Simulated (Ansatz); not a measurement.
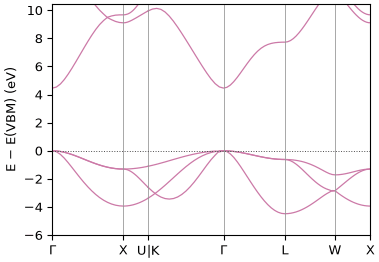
Figure. Band structure from PBE (plane waves, PAW; program Ansatz)

Q: Read off the gap and where the band edges lie.

A: About 4.5 eV (4.46 eV by a search for the band edges); maximum at Γ, minimum at Γ.

The material is MgO (rock salt, Fm-3m).

The PBE relaxation kept the symmetry of its start; phonons on a q-mesh show no instability.

Potentials: the later of the program's two PAW sets.
